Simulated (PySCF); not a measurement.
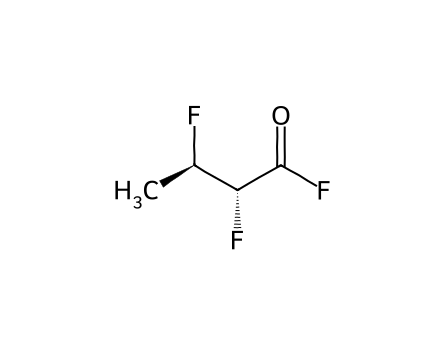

The geometry was computed by an optimisation with GFN2-xTB. No frequency run is at hand to confirm it as a minimum. Properties computed with PBE0/pcSseg-1, gas phase (PySCF 2.14.0).

Estimate the dipole moment.

3.13 D.

What is the HOMO energy (Kohn–Sham orbital)?

−9.21 eV.

What is the LUMO energy (Kohn–Sham orbital)?

−1.21 eV.
